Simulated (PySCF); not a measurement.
Mean static polarisability of neutral bismuth ([Xe] 4f¹⁴ 5d¹⁰ 6s² 6p³). Finite fields; PySCF, aug-cc-pwCVDZ-PP with a 60-electron core potential, unrestricted single determinants, no spin-orbit coupling. 18 core electrons frozen.

By method:

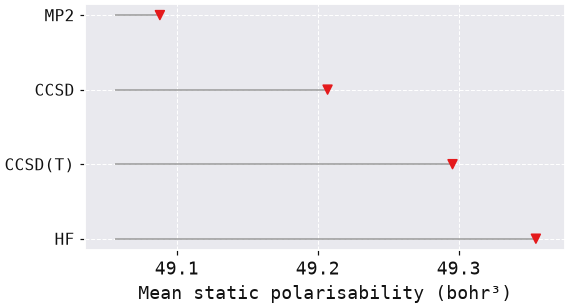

```csv
Method,Mean static polarisability (bohr³)
HF,49.355
MP2,49.088
CCSD,49.207
CCSD(T),49.296
```

The values run from 49.088 bohr³ (MP2) to 49.355 bohr³ (HF). The recommended value is 48.0 ± 4 bohr³, off the plot, too uncertain to rank the methods.

Limits of the model: close to jj coupling, the high-spin determinant is a model state.
